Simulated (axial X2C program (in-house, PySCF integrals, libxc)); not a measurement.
## Relativistic diatomic calculation, with input and output: BaK

BaK, single determinant with Ω = 1/2. The distance is the PBE0 minimum at charge 0. Computed at this level: expectation values, HF and Kohn-Sham, two-component X2C with atomic mean-field Coulomb and Gaunt terms, Ba dyall-cv3z, K dyall-cv3z (cores contracted) (axial X2C program (in-house, PySCF integrals, libxc)).

## Key numbers

```
   quantity                                                                 value
    outcome                       converged; the levels of theory disagree widely
   hardware  1 thread of Arm Neoverse N1, 90 GiB of memory available, shared host
  wall time                                                                  15 s
peak memory                                                              0.55 GiB
```

## The input
```
{"zs": [56, 19], "q": 0, "bas": ["dyall-cv3z", "dyall-cv3z"], "r0": 3.92, "levels": ["PBE0", "HF", "r2SCAN", "B3LYP", "LDA"], "nst": 3}
```

The line is the task of a batch: nuclear charges, charge, bases, the levels to run, a first guess of the distance and further settings. This report covers the levels named above. The log is that of the reference distance, started from orbitals converged before.

The run was one of a batch that the task file lists, launched with:
```bash
python <driver script> task.json out
```

## Output
```
two-component X2C + atomic mean field  PBE0
basis functions 243  fitting functions 1087  grid points 5811
iter        total energy     max residual
   1      -8733.089653639     9.28e-05
   2      -8733.089653646     8.29e-05
   3      -8733.089653752     2.22e-05
   4      -8733.089653767     1.15e-05
   5      -8733.089653773     7.40e-06
converged
one-electron -12167.17139616  Coulomb 3548.58451607  exact exchange -57.41239767  xc functional -175.65196706  nuclear repulsion 123.93672736  atomic mean-field constant -5.37513631
```

## Expectation values by level of theory

| quantity | PBE0 | HF | r2SCAN | B3LYP | LDA |
| --- | --- | --- | --- | --- | --- |
| effective field for an electron dipole moment (GV/cm) | −4.54 | −13.9 | −3.86 | −3.69 | −2.89 |
| field gradient at the first nucleus (a.u.) | −0.662 | −0.895 | −0.577 | −0.559 | −0.566 |
| field gradient at the second nucleus (a.u.) | −0.0674 | −0.0611 | −0.0699 | −0.0627 | −0.0721 |
| A∥/gI, first nucleus (MHz) | 620 | 474 | 741 | 704 | 790 |
| A∥/gI, second nucleus (MHz) | 586 | 548 | 614 | 681 | 641 |

Each column comes from one determinant, in a basis with contracted cores. The levels disagree widely: the effective field runs from −13.9 to −2.89 GV/cm. They may not all have settled in the same state, and these values aren't reliable properties of the molecule.

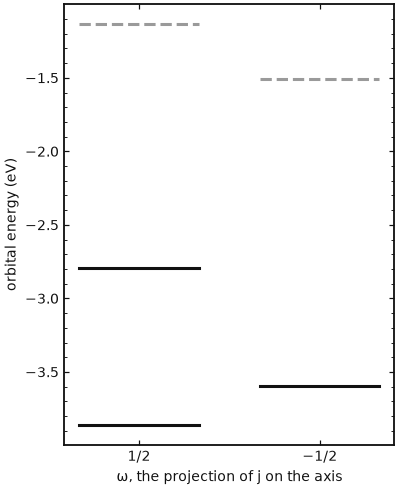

Figure 1. Orbital energies (PBE0) near the frontier at 4.54 Å, filled (solid) and empty (dashed). The highest filled spinor (1/2; 43 % K s, 24 % Ba p) lies at −2.79 eV, the lowest empty one (−1/2; 42 % K s, 31 % Ba p) at −1.51 eV.
